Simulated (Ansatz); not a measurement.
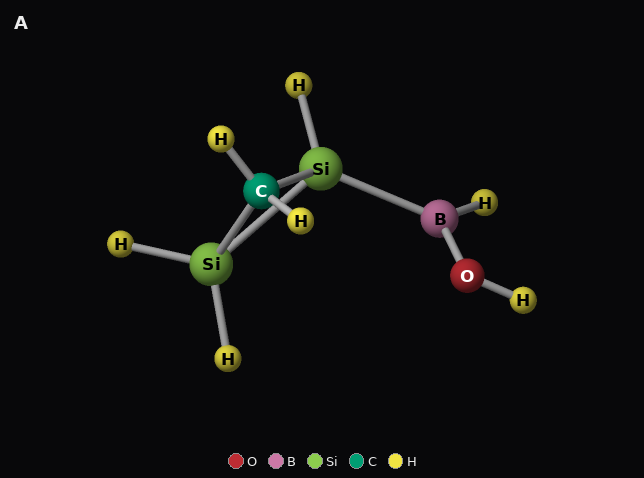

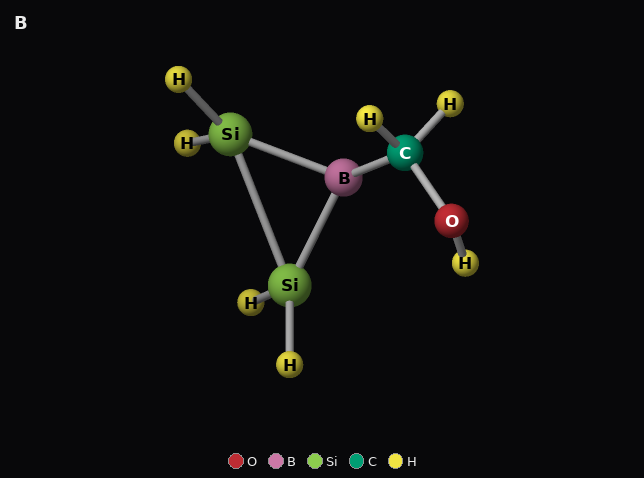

2 stationary structures of one formula. Geometries: PBE0-D4/def2-TZVP. Electronic energies: CCSD(T)/CBS (MP2 limit from def2-TZVPP and def2-QZVPP plus CCSD(T) − MP2) (Ansatz 0.2.0), without zero-point energy. No frequency run is at hand to confirm each as a minimum. Each is one conformer, not always the lowest.

How are they related?

They are constitutional isomers of CH7BOSi2: A `OB[Si@@H]1C[SiH2]1`, B `OCB1[SiH2][SiH2]1`.

Which is lowest in energy, and by how much?

A is lowest; B lies 2.432 eV above it.

Give E(B) − E(A) in eV at these levels too: r2SCAN-D4/def2-TZVPP; PBE0-D4/def2-TZVPP; B2PLYP (frozen core)/def2-TZVPP; PBE-D4/def2-TZVPP; RHF-CCSD(T) (frozen core)/def2-TZVPP; ωB97X-V/def2-TZVPP; B3LYP-D4/def2-TZVPP; RHF-MP2 (frozen core)/def2-QZVPP.

```json
{"level": "r2SCAN-D4/def2-TZVPP", "E(B) − E(A) (eV)": "+2.395"}
{"level": "PBE0-D4/def2-TZVPP", "E(B) − E(A) (eV)": "+2.350"}
{"level": "B2PLYP (frozen core)/def2-TZVPP", "E(B) − E(A) (eV)": "+2.463"}
{"level": "PBE-D4/def2-TZVPP", "E(B) − E(A) (eV)": "+2.241"}
{"level": "RHF-CCSD(T) (frozen core)/def2-TZVPP", "E(B) − E(A) (eV)": "+2.416"}
{"level": "ωB97X-V/def2-TZVPP", "E(B) − E(A) (eV)": "+2.499"}
{"level": "B3LYP-D4/def2-TZVPP", "E(B) − E(A) (eV)": "+2.423"}
{"level": "RHF-MP2 (frozen core)/def2-QZVPP", "E(B) − E(A) (eV)": "+2.503"}
```
